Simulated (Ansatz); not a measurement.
K3Ge2: space group P6/mmm (No. 191), a = 7.749 Å, b = 7.749 Å, c = 5.263 Å, α = 90.00°, β = 90.00°, γ = 120.00°. Origin: the geometry relaxed with DFT PBE, scalar-relativistic, plane waves, PAW in Ansatz 0.2.0; the starting structure was generated, so it need not be a known form of this composition. Forms under 0.4 % of the area are left out.

What shape follows from the Bravais–Friedel–Donnay–Harker rule?

Answer. The forms computed, by share of the surface:

```
 form  faces  d (Å)  share of area (%)
{100}      6  6.711               71.8
{001}      2  5.263               28.2
```

Widths along a, b and c stand as 1.00 : 1.00 : 1.10.

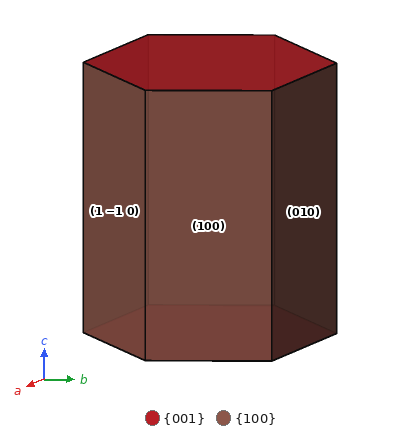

The computed shape, faces indexed. The rule is geometric and ignores bonding and growth conditions.
